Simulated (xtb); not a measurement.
## Run report: GaNH2Cl2, geometry relaxation (part 2 of 2)

GaNH2Cl2, SMILES [NH2][Ga]([Cl])[Cl]; GFN1-xTB (xtb 6.7.1 later snapshot).  The settings are looser than a standard set-up, so the numbers are not reference values.

Geometry of the input (Å):
```
N  -0.2970  1.0396  0.0994
Ga 0.1582  -0.7206  0.0203
Cl 2.0831  -1.4260  0.2946
Cl -1.4391  -2.0583  -0.2705
H  -1.0619  1.3614  -0.3751
H  0.5483  1.7124  0.1100
```

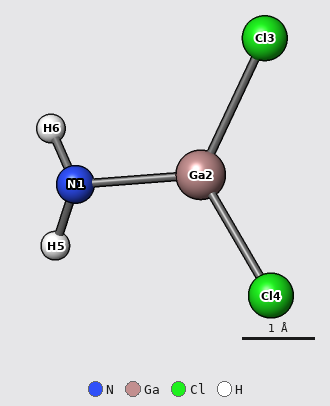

Figure 1. The geometry at step 2 of the log (ball-and-stick view, seen at a tilt; atoms are numbered from 1 in the order of the input).

The program's output, continued:
```
 iter      E             dE          RMSdq      gap      omega  full diag
   1    -14.2986932 -0.142987E+02  0.561E-02    4.90       0.0  T
   2    -14.2986947 -0.148144E-05  0.259E-02    4.91       1.6  T
   3    -14.2986947 -0.840407E-07  0.101E-02    4.91       4.0  T
   4    -14.2986948 -0.653475E-07  0.169E-03    4.91      24.2  T
   5    -14.2986948 -0.369423E-08  0.344E-04    4.91     118.6  T
   6    -14.2986948 -0.167510E-09  0.356E-05    4.91    1146.5  T
   7    -14.2986948 -0.257394E-11  0.370E-06    4.91   11047.7  T
     SCC iter.                  ...        0 min,  0.001 sec
     gradient                   ...        0 min,  0.002 sec
 * total energy  :   -14.2401613 Eh     change       -0.1099051E-03 Eh
   gradient norm :     0.0047706 Eh/α   predicted    -0.1226821E-03 (  11.63%)
   displ. norm   :     0.0269387 α      lambda       -0.3394733E-04
   maximum displ.:     0.0187682 α      in ANC's #2, #1, #3, ...

........................................................................
.............................. CYCLE    5 ..............................
........................................................................

 iter      E             dE          RMSdq      gap      omega  full diag
   1    -14.2987446 -0.142987E+02  0.111E-02    4.86       0.0  T
   2    -14.2987450 -0.420251E-06  0.539E-03    4.87       7.6  T
   3    -14.2987450 -0.252974E-07  0.294E-03    4.87      13.9  T
   4    -14.2987450 -0.208512E-08  0.485E-04    4.87      84.1  T
   5    -14.2987450 -0.158213E-09  0.133E-04    4.87     307.6  T
   6    -14.2987450 -0.243290E-10  0.163E-05    4.87    2499.0  T
     SCC iter.                  ...        0 min,  0.001 sec
     gradient                   ...        0 min,  0.002 sec
 * total energy  :   -14.2401812 Eh     change       -0.1985510E-04 Eh
   gradient norm :     0.0020893 Eh/α   predicted    -0.1698606E-04 ( -14.45%)
   displ. norm   :     0.0287224 α      lambda       -0.1717762E-04
   maximum displ.:     0.0207223 α      in ANC's #1, #4, #2, ...

   *** GEOMETRY OPTIMIZATION CONVERGED AFTER 5 ITERATIONS ***

------------------------------------------------------------------------
 total energy gain   :        -0.0090460 Eh       -5.6765 kcal/mol
 total RMSD          :         0.1661866 a0        0.0879 Å
 total power (kW/mol):        -4.7500789 (step) -910.0603 (real)
------------------------------------------------------------------------

 ANCopt (total)                0 d,  0 h,  0 min,  0.026 sec
 optimizer setup                ...        0 min,  0.000 sec (  0.251%)
 model hessian                  ...        0 min,  0.000 sec (  0.342%)
 ANC generation                 ...        0 min,  0.000 sec (  0.240%)
 coordinate transformation      ...        0 min,  0.000 sec (  0.106%)
 single point calculation       ...        0 min,  0.025 sec ( 96.139%)
 optimization log               ...        0 min,  0.000 sec (  1.249%)
 hessian update                 ...        0 min,  0.000 sec (  0.071%)
 rational function              ...        0 min,  0.000 sec (  0.940%)

================
 final structure:
================
$coord
       -0.49013386425179        2.01984090403166        0.34358518105415      n
        0.24662038982787       -1.34615995023414       -0.14583947429050      ga
        3.93606219847591       -2.72577363430269        0.66588916655075      cl
       -2.69980570582298       -4.05453768517781       -0.51478554413523      cl
       -1.98368515581606        2.71468040555107       -0.62828928351463      h
        0.97503064361705        3.21902112246690        0.05031066172444      h
$end

 Bond Distances (Angstroems)
 ---------------------------
N1-Ga2=1.8417        N1-H5=1.0121         N1-H6=1.0139         Ga2-N1=1.8417        Ga2-Cl3=2.1282       Ga2-Cl4=2.1268
Cl3-Ga2=2.1282       Cl4-Ga2=2.1268       H5-N1=1.0121         H6-N1=1.0139
 N  H  Rav=1.0130 sigma=0.0009  Rmin=1.0121  Rmax=1.0139     2
 Ga N  Rav=1.8417 sigma=0.0000  Rmin=1.8417  Rmax=1.8417     1
 Ga Cl Rav=2.1275 sigma=0.0007  Rmin=2.1268  Rmax=2.1282     2

 selected bond angles (degree)
 --------------------
H5-N1-Ga2=116.44               H6-N1-Ga2=114.96               H6-N1-H5=106.98                Cl3-Ga2-N1=119.84
Cl4-Ga2-N1=120.63              Cl4-Ga2-Cl3=117.38

 selected dihedral angles (degree)
 ---------------------------------
Cl3-Ga2-N1-H5=158.38          Cl3-Ga2-N1-H6= 32.14          Cl4-Ga2-N1-H5=321.28          Cl4-Ga2-N1-H6=195.04
           -------------------------------------------------
          |                Final Singlepoint                |
           -------------------------------------------------

          ...................................................
          :                      SETUP                      :
          :.................................................:
          :  # basis functions                  38          :
          :  # atomic orbitals                  35          :
          :  # shells                           15          :
          :  # electrons                        24          :
          :  # halogen bonds                     2          :
          :  max. iterations                   250          :
          :  Hamiltonian                  GFN1-xTB          :
          :  restarted?                      false          :
          :  GBSA solvation                  false          :
          :  PC potential                    false          :
          :  electronic temp.          300.0000000     K    :
          :  accuracy                    1.0000000          :
          :  -> integral cutoff          0.2500000E+02      :
          :  -> integral neglect         0.1000000E-07      :
          :  -> SCF convergence          0.1000000E-05 Eh   :
          :  -> wf. convergence          0.2000000E-04 e    :
          :  Broyden damping             0.4000000          :
          :  net charge                          0          :
          :  unpaired electrons                  0          :
          ...................................................

 iter      E             dE          RMSdq      gap      omega  full diag
   1    -14.2987450 -0.142987E+02  0.159E-06    4.87       0.0  T
   2    -14.2987450 -0.355271E-14  0.941E-07    4.87   43388.0  T
   3    -14.2987450 -0.195399E-13  0.437E-08    4.87  100000.0  T

   *** convergence criteria satisfied after 3 iterations ***

         #    Occupation            Energy/Eh            Energy/eV
      -------------------------------------------------------------
         1        2.0000           -0.9083911             -24.7186
       ...           ...                  ...                  ...
         6        2.0000           -0.4926079             -13.4045
         7        2.0000           -0.4852139             -13.2033
         8        2.0000           -0.4825250             -13.1302
         9        2.0000           -0.4727448             -12.8640
        10        2.0000           -0.4639216             -12.6240
        11        2.0000           -0.4628516             -12.5948
        12        2.0000           -0.4181263             -11.3778 (HOMO)
        13                         -0.2392246              -6.5096 (LUMO)
        14                         -0.1340910              -3.6488
        15                         -0.1095920              -2.9822
        16                         -0.0948849              -2.5820
        17                         -0.0534906              -1.4556
       ...                                ...                  ...
        35                          0.7039710              19.1560
      -------------------------------------------------------------
                  HL-Gap            0.1789017 Eh            4.8682 eV
             Fermi-level           -0.3286754 Eh           -8.9437 eV

 SCC (total)                   0 d,  0 h,  0 min,  0.004 sec
 SCC setup                      ...        0 min,  0.000 sec (  0.951%)
 Dispersion                     ...        0 min,  0.000 sec (  0.329%)
 classical contributions        ...        0 min,  0.000 sec (  0.196%)
 integral evaluation            ...        0 min,  0.001 sec ( 33.078%)
 iterations                     ...        0 min,  0.001 sec ( 14.165%)
 molecular gradient             ...        0 min,  0.002 sec ( 48.415%)
 printout                       ...        0 min,  0.000 sec (  2.574%)

         :::::::::::::::::::::::::::::::::::::::::::::::::::::
         ::                     SUMMARY                     ::
         :::::::::::::::::::::::::::::::::::::::::::::::::::::
         :: total energy             -14.240181164975 Eh    ::
         :: gradient norm              0.002090460311 Eh/a0 ::
         :: HOMO-LUMO gap              4.868164292970 eV    ::
         ::.................................................::
         :: SCC energy               -14.298745005147 Eh    ::
         :: -> electrostatic           0.023654121193 Eh    ::
         :: repulsion energy           0.060603678133 Eh    ::
         :: dispersion energy         -0.002039837962 Eh    ::
         :: halogen bond corr.         0.000000000000 Eh    ::
         :: add. restraining           0.000000000000 Eh    ::
         :: total charge              -0.000000000000 e     ::
         :::::::::::::::::::::::::::::::::::::::::::::::::::::

           -------------------------------------------------
          |                Property Printout                |
           -------------------------------------------------

    * Orbital Energies and Occupations

         #    Occupation            Energy/Eh            Energy/eV
      -------------------------------------------------------------
         1        2.0000           -0.9083911             -24.7186
         2        2.0000           -0.9028888             -24.5689
         3        2.0000           -0.7383780             -20.0923
         4        2.0000           -0.5643812             -15.3576
         5        2.0000           -0.5436266             -14.7928
         6        2.0000           -0.4926079             -13.4045
         7        2.0000           -0.4852139             -13.2033
         8        2.0000           -0.4825250             -13.1302
         9        2.0000           -0.4727448             -12.8640
        10        2.0000           -0.4639216             -12.6240
        11        2.0000           -0.4628516             -12.5948
        12        2.0000           -0.4181263             -11.3778 (HOMO)
        13                         -0.2392246              -6.5096 (LUMO)
        14                         -0.1340910              -3.6488
        15                         -0.1095920              -2.9822
        16                         -0.0948849              -2.5820
        17                         -0.0534906              -1.4556
        18                         -0.0464774              -1.2647
        19                         -0.0427257              -1.1626
        20                         -0.0416827              -1.1342
        21                         -0.0396340              -1.0785
        22                         -0.0350280              -0.9532
        23                         -0.0349817              -0.9519
       ...                                ...                  ...
        35                          0.7039710              19.1560
      -------------------------------------------------------------
                  HL-Gap            0.1789017 Eh            4.8682 eV
             Fermi-level           -0.3286754 Eh           -8.9437 eV

  Mulliken/CM5 charges         n(s)   n(p)   n(d)
     1     -0.52122 -0.95879   1.466  4.055  0.000
     2      0.45587  0.49771   1.064  0.967  0.514
     3     -0.17450 -0.16512   1.890  5.290 -0.006
     4     -0.17202 -0.16260   1.890  5.288 -0.006
     5      0.20627  0.39499   0.794  0.000  0.000
     6      0.20561  0.39382   0.794  0.000  0.000

Wiberg/Mayer (AO) data.
largest (>0.10) Wiberg bond orders for each atom

 ---------------------------------------------------------------------------
     #   Z sym  total        # sym  WBO       # sym  WBO       # sym  WBO
 ---------------------------------------------------------------------------
     1   7      3.134 --     2      1.102     6      0.924     5      0.924
     2  31      3.544 --     4      1.195     3      1.193     1      1.102
     3  17      1.362 --     2      1.193
     4  17      1.365 --     2      1.195
     5   1      0.960 --     1      0.924
     6   1      0.961 --     1      0.924
 ---------------------------------------------------------------------------

Topologies differ in total number of bonds
Writing topology from bond orders to xtbtopo.mol

 dipole moment from electron density (au)
     X       Y       Z
  -0.0909   1.3606  -0.8360  total (Debye):    4.065

           -------------------------------------------------
          |                Geometry Summary                 |
           -------------------------------------------------

      molecular mass/u    :      156.6515259
   center of mass at/Å    :        0.1795173      -1.0133087      -0.0019639
  moments of inertia/u·Å² :        0.1295533E+03   0.2366717E+03   0.3640995E+03
rotational constants/cm⁻¹ :        0.1301212E+00   0.7122793E-01   0.4629952E-01

 * 5 selected distances

     #   Z          #   Z                                           value/Å
     1   7          2  31                                         1.8416817
     2  31          3  17                                         2.1282019 (max)
     2  31          4  17                                         2.1267961
     1   7          5   1                                         1.0121042 (min)
     1   7          6   1                                         1.0138614

 * 3 distinct bonds (by element types)

   Z      Z             #   av. dist./Å        max./Å        min./Å
   1 H    7 N           2     1.0129828     1.0138614     1.0121042
   7 N   31 Ga          1     1.8416817     1.8416817     1.8416817
  17 Cl  31 Ga          2     2.1274990     2.1282019     2.1267961

optimized geometry written to: xtbopt.coord

           -------------------------------------------------
          | TOTAL ENERGY              -14.240181164975 Eh   |
          | GRADIENT NORM               0.002090460311 Eh/α |
          | HOMO-LUMO GAP               4.868164292970 eV   |
           -------------------------------------------------

------------------------------------------------------------------------
------------------------------------------------------------------------
 total:
 *  cpu-time:     0 d,  0 h,  0 min,  0.043 sec
 * ratio c/w:     1.000 speedup
 SCF:
 *  cpu-time:     0 d,  0 h,  0 min,  0.006 sec
 * ratio c/w:     1.000 speedup
 ANC optimizer:
 *  cpu-time:     0 d,  0 h,  0 min,  0.031 sec
 * ratio c/w:     1.000 speedup
```

Standard error:
```
normal termination of xtb
```

Trajectory as extended XYZ (Å, eV, eV/Å), 5 frames, from step=0 to step=4:
```
6
Properties=species:S:1:pos:R:3 step=0 energy=-387.24891
N    -0.2970    1.0396    0.0994
Ga    0.1582   -0.7206    0.0203
Cl    2.0831   -1.4260    0.2946
Cl   -1.4391   -2.0583   -0.2705
H    -1.0619    1.3614   -0.3751
H     0.5483    1.7124    0.1100
6
Properties=species:S:1:pos:R:3 step=1 energy=-387.46648
N    -0.2755    1.0583    0.1303
Ga    0.1463   -0.7124   -0.0435
Cl    2.1136   -1.4474    0.3290
Cl   -1.4508   -2.1136   -0.2614
H    -1.0648    1.4198   -0.3620
H     0.5228    1.7038    0.0864
6
Properties=species:S:1:pos:R:3 step=2 energy=-387.49154
N    -0.2658    1.0665    0.1598
Ga    0.1352   -0.7109   -0.0815
Cl    2.0871   -1.4473    0.3404
Cl   -1.4280   -2.1427   -0.2520
H    -1.0490    1.4437   -0.3563
H     0.5120    1.6993    0.0684
6
Properties=species:S:1:pos:R:3 step=3 energy=-387.49453
N    -0.2621    1.0692    0.1822
Ga    0.1278   -0.7120   -0.0668
Cl    2.0814   -1.4425    0.3474
Cl   -1.4244   -2.1463   -0.2745
H    -1.0494    1.4390   -0.3362
H     0.5182    1.7011    0.0266
6
Properties=species:S:1:pos:R:3 step=4 energy=-387.49507
N    -0.2594    1.0689    0.1818
Ga    0.1305   -0.7124   -0.0772
Cl    2.0829   -1.4424    0.3524
Cl   -1.4287   -2.1456   -0.2724
H    -1.0497    1.4365   -0.3325
H     0.5160    1.7034    0.0266
```

Results in brief:

```tsv
quantity	value
outcome	converged
electrons treated	24
total energy	−14.240181 hartree
dispersion energy	−0.002040 hartree
basis functions	38
HOMO	−11.38 eV
LUMO	−6.51 eV
dipole moment	4.07 D
hardware	1 thread of Arm Neoverse V1, 24 GiB of memory available, shared host
peak memory	0.074 GiB
```

Notes:

Settings chosen away from the usual ones: method = gfn1-xtb; task = optimise; opt_level = sloppy; x = {}; partner = base. These settings are looser than, or depart from, a standard set-up, so the numbers are not reference values for this system.
